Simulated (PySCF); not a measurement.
# C5H2F4O2: runs on many settings, part 2 of 2

PySCF 2.14.0. Atoms count from 0. The steps go on from the part before.

## 5. J couplings: mPW1PW91/MINI

What the job is given:

```
{"job": {"kind": "j", "xc": "mPW1PW91", "basis": "MINI", "scf": {"aux": "def2-universal-jkfit"}, "grid": 3}, "charge": 0, "multiplicity": 1}
F     -1.034531     0.311863     2.100498
C     -0.167525     0.120378     1.122331
C     -0.512463    -0.335932    -0.080808
C     -1.899135    -0.697863    -0.533832
F     -2.813402    -0.562410     0.426414
F     -2.294478     0.065976    -1.561500
F     -1.959452    -1.967027    -0.956624
O      0.428102    -0.528617    -1.098097
C      1.706777    -0.186196    -0.714492
C      2.025665     0.265815     0.483099
O      1.086283     0.446368     1.508558
H      2.414637    -0.331992    -1.510515
H      3.015134     0.538876     0.797240
```

Method: mPW1PW91/MINI indirect spin-spin coupling, non-relativistic, gas phase.

Output:

```text
final grid: 175424 points
cycle   1  E = -735.8000028937  dE =  2.784e+00  |g| = 9.087e-01  |ddm| = 6.175e+00
cycle   2  E = -735.7665943345  dE =  3.341e-02  |g| = 1.044e+00  |ddm| = 2.912e+00
cycle   3  E = -736.0768592178  dE = -3.103e-01  |g| = 1.197e-01  |ddm| = 1.602e+00
cycle   4  E = -736.0809962305  dE = -4.137e-03  |g| = 3.053e-02  |ddm| = 2.350e-01
cycle   5  E = -736.0812526018  dE = -2.564e-04  |g| = 1.426e-02  |ddm| = 7.176e-02
cycle   6  E = -736.0813139557  dE = -6.135e-05  |g| = 3.755e-03  |ddm| = 2.489e-02
cycle   7  E = -736.0813182799  dE = -4.324e-06  |g| = 1.147e-03  |ddm| = 7.826e-03
cycle   8  E = -736.0813187007  dE = -4.208e-07  |g| = 3.368e-04  |ddm| = 2.341e-03
cycle   9  E = -736.0813187382  dE = -3.742e-08  |g| = 8.049e-05  |ddm| = 5.639e-04
cycle  10  E = -736.0813187403  dE = -2.112e-09  |g| = 2.699e-05  |ddm| = 1.697e-04
cycle  11  E = -736.0813187406  dE = -2.874e-10  |g| = 6.820e-06  |ddm| = 5.889e-05
converged SCF energy = -736.0813187406

Indirect spin-spin couplings (Hz)
  i      j    bonds     total        FC       PSO       DSO        SD
  0 F    1 C    1   -357.396  -307.302   -39.233     1.645   -12.506
  0 F    2 C    2      8.845    11.828   -20.114     0.194    16.937
  0 F    3 C    3     -4.726    -5.109     0.252     0.252    -0.122
  0 F    4 F    4     20.558     2.877    10.660     1.237     5.784
  0 F    5 F    4     -1.163     2.302     3.136    -0.517    -6.085
  0 F    6 F    4     -1.644     2.073     2.944    -0.581    -6.079
  0 F    7 O    3     19.636     3.207    18.147     0.140    -1.858
  0 F    8 C    4     -2.691    -1.854     0.646    -0.281    -1.202
  0 F    9 C    3      7.964    -2.533     5.880    -0.341     4.957
  0 F   10 O    2      3.166   -10.034    10.796    -0.083     2.487
  0 F   11 H    5      0.659     1.543     0.900    -1.410    -0.374
  1 C    4 F    3     -1.404    -2.150    -0.029     0.266     0.509
  1 C    5 F    3      0.554     1.388     1.299    -0.039    -2.095
  1 C    6 F    3      0.483     1.224     1.366    -0.055    -2.052
  1 C   11 H    4     -0.471    -0.158     0.019    -0.332         -
  1 C   12 H    3      2.641     3.014     0.060    -0.433         -
  2 C    4 F    2     15.515    15.012    -0.234     0.364     0.372
  2 C    5 F    2     20.353    12.087     4.439     0.377     3.450
  2 C    6 F    2     20.305    12.417     4.185     0.377     3.326
  2 C   11 H    3      3.428     3.763     0.082    -0.418         -
  2 C   12 H    4     -0.199     0.180    -0.038    -0.341         -
  3 C    4 F    1   -337.369  -300.616   -39.314     1.922     0.639
  3 C    5 F    1   -342.027  -304.609   -39.810     1.879     0.512
  3 C    6 F    1   -341.620  -304.167   -39.838     1.882     0.504
  4 F    5 F    2    179.492   -22.962    98.542     0.553   103.360
  4 F    6 F    2    180.281   -22.345    99.023     0.551   103.053
  4 F    7 O    3      3.227     2.731     0.573     0.123    -0.200
  4 F    8 C    4     -0.273    -0.269    -0.042    -0.265     0.303
  4 F    9 C    5     -0.176     0.051     0.100    -0.221    -0.105
  4 F   10 O    4     -0.987    -0.051    -0.516     0.103    -0.522
  4 F   12 H    6     -0.475     0.019     0.537    -1.020    -0.011
  5 F    6 F    2    161.794   -27.557    84.517     0.514   104.320
  5 F    7 O    3      1.507     0.845     0.924    -0.118    -0.144
  5 F    8 C    4      0.513     0.603     0.274    -0.164    -0.199
  5 F    9 C    5     -0.424    -0.540     0.139    -0.176     0.154
  5 F   10 O    4      0.487    -0.311    -0.286     0.107     0.977
  5 F   11 H    5     -0.537    -0.169     0.432    -0.643    -0.157
  5 F   12 H    6     -0.334     0.172     0.505    -0.915    -0.096
  6 F    7 O    3      1.565     1.046     0.848    -0.128    -0.201
  6 F    8 C    4      0.413     0.531     0.262    -0.169    -0.212
  6 F    9 C    5     -0.350    -0.469     0.144    -0.181     0.156
  6 F   10 O    4      0.304    -0.234    -0.439     0.110     0.866
  6 F   11 H    5     -0.538    -0.160     0.404    -0.638    -0.145
  6 F   12 H    6     -0.345     0.149     0.512    -0.928    -0.078
  7 O   11 H    2     -9.975    -9.934    -0.042     0.001         -
  7 O   12 H    3      2.397     1.448     0.714     0.235         -
  8 C   11 H    1    104.997   103.688    -0.007     1.317         -
  8 C   12 H    2     -1.201     0.380    -1.293    -0.288         -
  9 C   11 H    2     -0.334     1.276    -1.334    -0.276         -
  9 C   12 H    1    107.414   106.246    -0.125     1.292         -
 10 O   11 H    3      1.254     0.443     0.573     0.237         -
 10 O   12 H    2     -9.544    -8.944    -0.605     0.006         -
 11 H   12 H    3      1.759     2.461    -0.219    -0.482         -
```

Wall time 18 s (1 thread of Arm Neoverse N1, shared host); peak memory 0.6 GiB.

The basis is not made for couplings: without tight functions at the nuclei these values are rough.

A choice of the couplings up to four bonds, sorted by the number of bonds, with means over like pairs; isotopes 13C, 19F, 1H, 17O:

```csv
pair,bonds,J (Hz),Fermi contact (Hz),dihedral (°)
F0–C1,1,-357.4,-307.3,–
C3–F4,1,-340.3,-303.1,–
C9–H12,1,107.4,106.2,–
C8–H11,1,105.0,103.7,–
F4–F5,2,173.9,-24.3,–
C2–F4,2,18.7,13.2,–
O7–H11,2,-10.0,-9.9,–
O10–H12,2,-9.5,-8.9,–
F0–C2,2,8.8,11.8,–
F0–O10,2,3.2,-10.0,–
C8–H12,2,-1.2,0.4,–
F0–O7,3,19.6,3.2,180
F0–C9,3,8.0,-2.5,-179
F0–C3,3,-4.7,-5.1,0
C2–H11,3,3.4,3.8,-179
C1–H12,3,2.6,3.0,179
O7–H12,3,2.4,1.4,-180
F4–O7,3,2.1,1.5,–
H11–H12,3,1.8,2.5,0
O10–H11,3,1.3,0.4,-180
F0–F4,4,5.9,2.4,–
F0–C8,4,-2.7,-1.9,–
```

The spin-dipole term was solved for some atoms only; pairs without it lack that part.

The response was solved for the nuclei of F, H alone, so couplings that need other nuclei can be missing.

Quadrupole couplings from the field gradients of the same density:

| atom | isotope | eQq/h (MHz) | η |
| --- | --- | --- | --- |
| O7 | 17O | -15.5 | 0.72 |
| O10 | 17O | -15.1 | 0.68 |

Joined with the shifts from before (PBE0/pcSseg-1, unscaled), the couplings predict the line list below for 500 MHz.

1H NMR δ 5.75 (m, 1H), 5.74 (m, 1H).

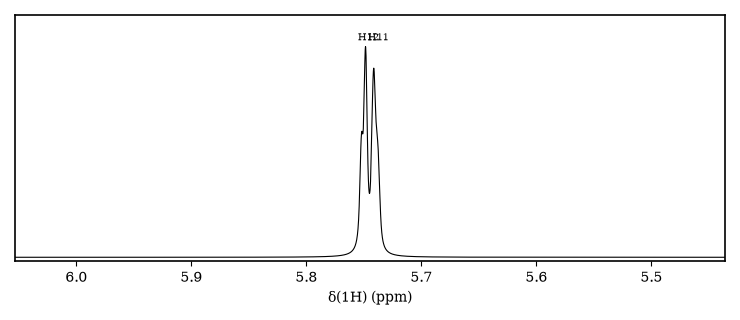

Simulated proton spectrum at 500 MHz, by exact diagonalisation of each spin system; lines 1.2 Hz wide, exchangeable protons uncoupled.

## 6. Shielding tensors: PBE0/3-21G in tetrahydrofuran

The job, as its differences from that of step 5:

```diff
@@ -1,2 +1,2 @@
-{"job": {"kind": "j", "xc": "mPW1PW91", "basis": "MINI", "scf": {"aux": "def2-universal-jkfit"}, "grid": 3}, "charge": 0, "multiplicity": 1}
+{"job": {"kind": "nmr", "xc": "PBE0", "basis": "3-21G", "solvent": "tetrahydrofuran", "pop": false, "grid": 3, "scf": {"conv": 1e-06}}, "charge": 0, "multiplicity": 1}
 F     -1.034531     0.311863     2.100498
```

Method: GIAO PBE0/3-21G NMR shielding, non-relativistic, IEF-PCM tetrahydrofuran.

Output:

```text
final grid: 175424 points
cycle   1  E = -736.4448934802  dE =  2.208e+00  |g| = 1.089e+00  |ddm| = 4.238e+00
cycle   2  E = -736.2352231300  dE =  2.097e-01  |g| = 1.615e+00  |ddm| = 2.716e+00
cycle   3  E = -736.6787690799  dE = -4.435e-01  |g| = 7.073e-02  |ddm| = 1.579e+00
cycle   4  E = -736.6792074508  dE = -4.384e-04  |g| = 5.496e-02  |ddm| = 1.078e-01
cycle   5  E = -736.6798346653  dE = -6.272e-04  |g| = 5.929e-03  |ddm| = 5.467e-02
cycle   6  E = -736.6798407706  dE = -6.105e-06  |g| = 2.940e-03  |ddm| = 8.398e-03
cycle   7  E = -736.6798424073  dE = -1.637e-06  |g| = 9.674e-04  |ddm| = 3.627e-03
cycle   8  E = -736.6798425912  dE = -1.839e-07  |g| = 2.777e-04  |ddm| = 1.203e-03
converged SCF energy = -736.6798425912

GIAO shielding tensors (ppm)
atom      isotropic    diamagn.    paramagn.     s11        s22        s33       span
  0 F      313.116     468.893    -155.777    282.188    296.725    360.434     78.245
  1 C       63.750     244.929    -181.179     10.379     83.956     96.915     86.536
  2 C      104.297     253.124    -148.827     71.673    111.107    130.112     58.439
  3 C       87.769     238.935    -151.166     79.297     88.960     95.051     15.753
  4 F      314.641     471.478    -156.837    262.316    309.628    371.979    109.662
  5 F      296.313     470.975    -174.663    242.701    291.178    355.059    112.358
  6 F      297.864     470.199    -172.335    243.716    294.603    355.272    111.556
  7 O      280.077     396.937    -116.860    209.494    293.768    336.969    127.475
  8 C       91.009     251.068    -160.060     20.138    110.995    141.894    121.755
  9 C       93.974     252.672    -158.698     29.105    121.812    131.007    101.902
 10 O      244.954     404.311    -159.357    180.697    229.324    324.842    144.144
 11 H       26.928      27.839      -0.911     25.257     25.666     29.861      4.604
 12 H       26.889      27.849      -0.960     25.058     25.908     29.702      4.643
```

It took 20 s on 1 thread of Arm Neoverse N1, shared host; peak memory 0.7 GiB.

This run: σ C1 63.8, C3 87.8, C8 91.0, C9 94.0, H12 26.89, H11 26.93 ppm.

## 7. Comparing the runs: NMR shifts

Isotropic shieldings (ppm) of some atoms, chosen among heavy atoms and hydrogens apart, means over like atoms, with basis size and wall time:

```
                          run    C1    C8    C9    H12    H11     F4    O10  functions  time
                PBE0/pcSseg-1  22.3  50.2  54.6  25.97  25.98  254.0  207.6        197  50 s
            mPW1PW91/pcSseg-1  21.3  49.3  53.6  26.02  26.03  254.2  206.9        197  49 s
PBE0/3-21G in tetrahydrofuran  63.8  91.0  94.0  26.89  26.93  302.9  245.0        103  20 s
```

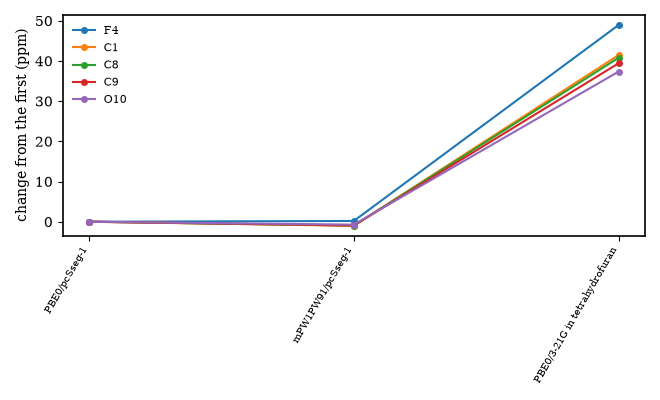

How five of the tabulated atoms move from run to run.

## 8. Results

What follows sums up all 2 parts.

| quantity | value |
| --- | --- |
| 13C shifts against TMS (PBE0/pcSseg-1) | 164.6, 136.7, 132.4, 129.3, 116.6 ppm |
| 1H shifts against TMS (PBE0/pcSseg-1) | 5.75, 5.74 ppm |
| 19F shifts against CFCl3 (PBE0/pcSseg-1, means over atoms taken as alike) | -83.1, -115.7 ppm |
| 17O shifts against H2O (PBE0/pcSseg-1) | 128.5, 90.0 ppm |
| lowest singlet (PBE0/def2-SVPD) | 4.18 eV (296 nm), f = 0.001 |
| brightest single state of those computed | state 5, 6.54 eV, f = 0.017 |
| lowest triplet | 3.10 eV |
| largest coupling of the table (mPW1PW91/MINI) | 1J(F,C) F0–C1, -357.4 Hz |
| range of the shielding of F4 | 254.0 to 302.9 ppm |
| property runs in this session | 5, of which 0 failed and 1 gave unsound results |

In words: Single values in the summary come from the first run of each kind that ended normally (PBE0/pcSseg-1; PBE0/def2-SVPD; mPW1PW91/MINI), which need not be the best level. A minimal basis gives no usable values, so read them as a test of settings alone. At PBE0/pcSseg-1: Shielding is most anisotropic at F4, F5, F6 (span 167 ppm, paramagnetic term -217 ppm). NICS(1)zz of 19 ppm above the planar ring from C1 marks a paratropic (antiaromatic) ring current. The first singlet state (HOMO→LUMO 0.99) lies at 4.18 eV and is weak; of the 6 states computed, the strongest absorption comes from state 5 at 6.54 eV. The lowest triplet lies 1.08 eV below the lowest singlet (triplets in Tamm-Dancoff, singlets in full TDDFT). In the run at mPW1PW91/MINI, the largest coupling of the table is F0–C1, -357.4 Hz, of which the Fermi-contact term gives -307.3 Hz. Density functionals describe couplings to fluorine poorly, F–F couplings above all, so those rows are rough. In ppm, F4 (with its like atoms) moves most: its shielding spreads over 48.9 ppm, from 254.0 (PBE0/pcSseg-1) to 302.9 (PBE0/3-21G in tetrahydrofuran). Couplings from bases without tight functions are rough.
